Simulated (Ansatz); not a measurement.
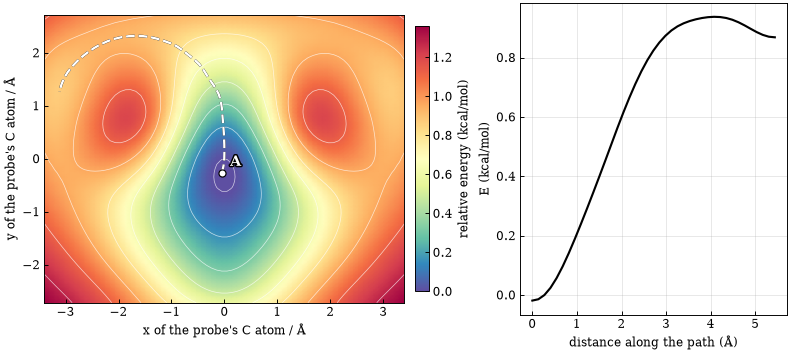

CH₆Si₂ (SMILES C1[SiH2][SiH2]1) with the probe CO. The probe is moved over a plane parallel to the molecule's main plane, 3.95 Å above it. The first coordinate is: x of the probe's C atom; the second: y of the probe's C atom. Nothing is relaxed (molecule and probe rigid, the probe upright with C nearest the plane). The scan uses an 11 × 9 grid; 72 points were computed and 27 follow by symmetry. Points are written as (first, second). All energies are given in kcal/mol relative to the lowest grid point. Computed with RKS PBE-D4/def2-SVPD (Ansatz 0.2.0).

Drawn: a smooth colour map with a few white contour lines, a line along the lowest path, the energy along the path at the right, the start A. Between grid points the surface is interpolated.

Q: Describe the path and its barrier.

A: The easiest path leads from the well at about (−0.05 Å, −0.27 Å) to the well at about (−3.11 Å, 1.26 Å), about 0.89 kcal/mol higher. Its highest point lies about 0.96 kcal/mol above the bottom of the first well on the interpolated surface, at about (−2.21 Å, 2.22 Å). Seen from the upper well the barrier is about 0.069 kcal/mol. This is the barrier on the constrained surface; relaxing the other coordinates would change it.
